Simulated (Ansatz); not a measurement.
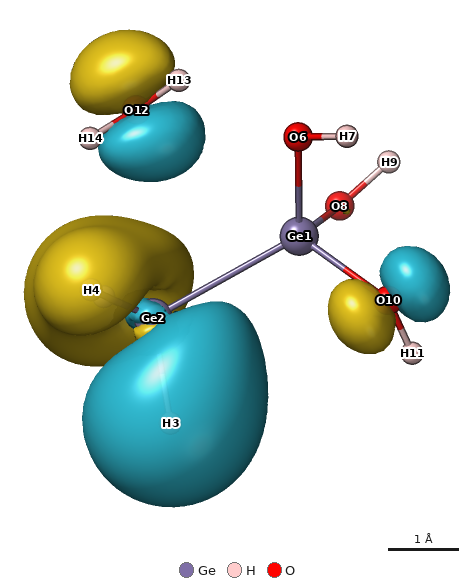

Figure 1: Ge2H6O3···H2O. The HOMO−1 at ±0.08 Å⁻³ᐟ² (yellow and cyan are the two phases), seen across its widest extent.

Not at a stationary point (largest force 1.3 eV/Å).

The calculation used RHF/def2-SVP (Ansatz 0.2.0).

The calculation's input:

```
crystal:
  periodic: [false, false, false]
  atoms:
    - { symbol: Ge, position_ang: [0.0, 0.0, 0.0] }
    - { symbol: Ge, position_ang: [0.0, 0.0, 2.75] }
    - { symbol: H, position_ang: [-1.3958, -0.4318, 3.2674] }
    - { symbol: H, position_ang: [1.0719, -0.9929, 3.2674] }
    - { symbol: H, position_ang: [0.324, 1.4247, 3.2674] }
    - { symbol: O, position_ang: [1.6691, 0.0, -0.5894] }
    - { symbol: H, position_ang: [1.9855, -0.9521, -0.7061] }
    - { symbol: O, position_ang: [-0.8337, 1.4443, -0.5894] }
    - { symbol: H, position_ang: [-1.7915, 1.2136, -0.8118] }
    - { symbol: O, position_ang: [-0.8337, -1.4443, -0.5894] }
    - { symbol: H, position_ang: [-1.2883, -1.91, 0.183] }
    - { symbol: O, position_ang: [1.0856, 1.6372, 0.6527] }
    - { symbol: H, position_ang: [1.8625, 1.3234, 1.2167] }
    - { symbol: H, position_ang: [0.8131, 1.2262, 1.8309] }
basis:
  gaussian: { orbitals: def2-SVP }
hamiltonian:
  xc: hf
relax:
  f_tol: 0.15
  max_steps: 25
  restrain:
    - { distance: [0, 11], at: 2.97, k: 30.0 }
    - { distance: [13, 1], at: 2.75, k: 30.0 }
    - { distance: [0, 1], at: 2.4, k: 30.0 }
    - { distance: [13, 11], at: 1.01, k: 30.0 }
output:
  orbitals: {}
```

Command:

```sh
ansatz run input.yaml --threads 4 --pin off --max-ram 5120MiB --backend cpu --events-out ev --progress --plain --runs-dir out
```

The fields are those of the run's last geometry, not of the input's.

What is the character of this orbital?

Answer. It lies mainly on Ge2 (about 35 %), H3 (about 30 %), H5 (about 15 %) and O12 (about 10 %). Its energy is −12.73 eV.
